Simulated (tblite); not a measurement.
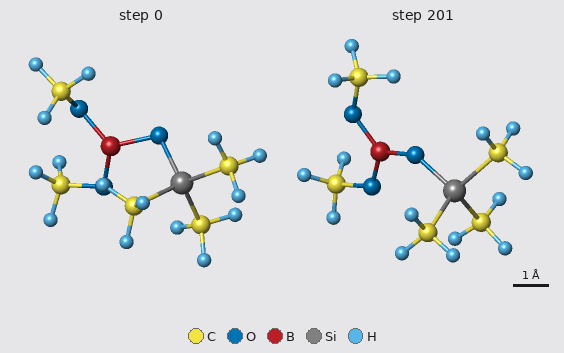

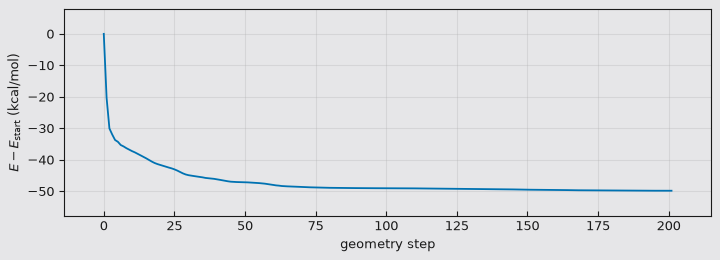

First and last geometry of a relaxation of C₅H₁₅BO₃Si, with the history of the run. The picture is a ball-and-stick view, seen from a free direction.

These are results of GFN2-xTB geometry optimisation, gas phase in tblite 0.8.0, not measurements. 

> What do the curves and the structures tell?

It converged. The energy falls by 49.8 kcal/mol in 201 geometry steps. The atom that moves furthest after the best rigid fit is an H atom (1.84 Å). By element the largest moves are H 1.84 Å, O 1.10 Å, C 0.96 Å, Si 0.45 Å, B 0.40 Å. Among the contacts that change: B–O 1.482 → 1.345 Å, B–O 1.455 → 1.364 Å, O–Si 1.723 → 1.636 Å, C–Si 1.855 → 1.906 Å. Bond angles that change, for instance: B–O–Si 106.4° → 140.9°, B–O–C 109.3° → 121.4°, C–O–B 112.7° → 122.0°. Groups turn about C–Si by about 60°, O–Si by about 45°, C–O by about 45°. Cost: 8.6 s on 1 thread of Intel(R) Xeon(R) Processor @ 2.50GHz, on a shared host.
